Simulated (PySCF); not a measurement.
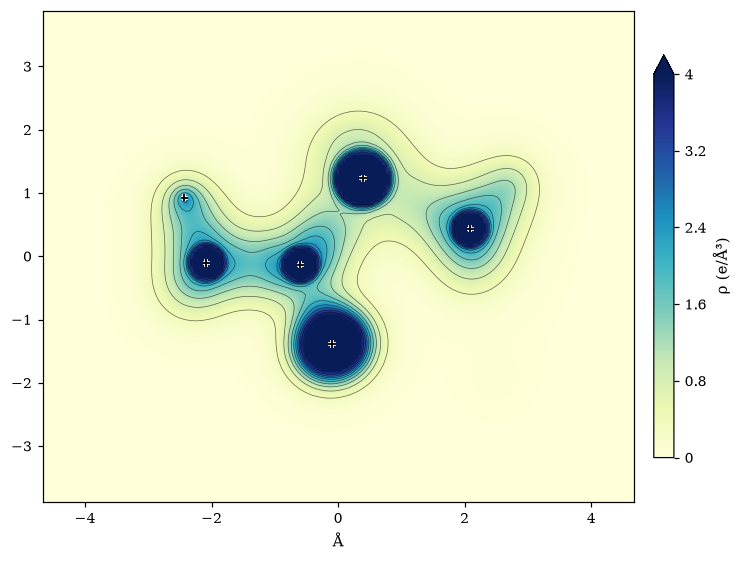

The electron density on a plane through atoms (crosses mark nuclei in the plane).

All numbers below come from CAM-B3LYP/def2-SVPD, SCF density, gas phase in PySCF 2.14.0.

Candidates:
A. C3H11OPSi (SMILES COCCP[SiH3])
B. C5H8FP (SMILES C=CC/P=C(/C)F)

### Which candidate gave the map?

Candidate B: C5H8FP on the plane of atoms P4, C5 and C6, which holds C, P, F and H. C–F (1.36 Å): ρ at the midpoint is about 2.2 e/Å³, with its minimum of 1.7 e/Å³ about 0.5 Å from C. C–P (1.68 Å): ρ at the midpoint is about 1.4 e/Å³.
